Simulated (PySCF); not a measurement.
Consider MgSb (charge −1, triplet).

```xyz
2

Mg    0.0000    0.0000   -2.2580
Sb    0.0000    0.0000    0.4480
```

Core potentials replace the inner electrons of Sb.

Level of theory: PBE0/def2-SVPD, non-relativistic Hamiltonian with scalar-relativistic core potentials where named, at a bond length of 2.706 Å (PySCF).

**What can the converged electron density, electron localisation function and spin density tell about the bonding?**

Mg–Sb (2.71 Å): ρ is about 0.3 e/Å³ halfway; the ELF peaks at about 0.70 in the valence shell of Sb, 1.4 Å from its nucleus, and drops to about 0.20 between the two atoms.
The unpaired spin (2 electrons) lies mostly on Sb2 (about 1.3) and Mg1 (about 0.7), in electrons by Hirshfeld's partition.

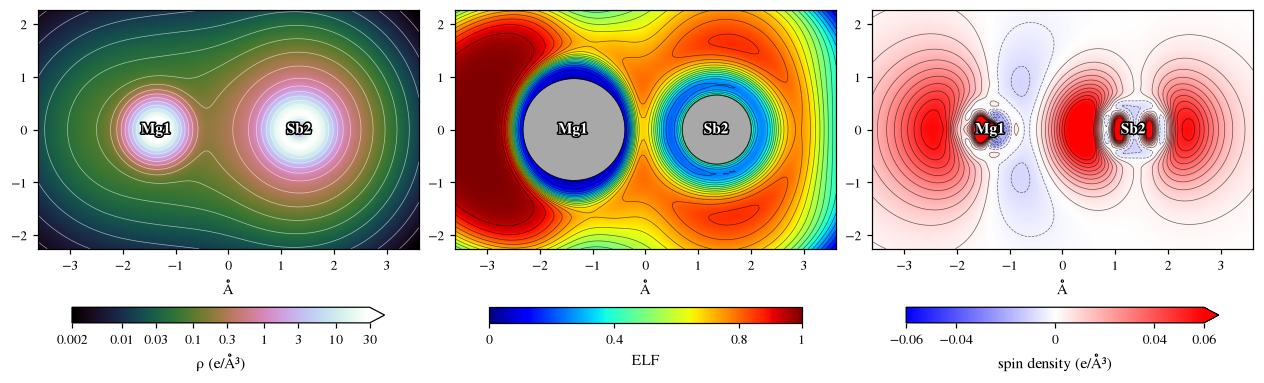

Computed electron density, electron localisation function and spin density on a plane that holds the molecular axis, in this order. Grey discs cover the atomic cores in the ELF map. 
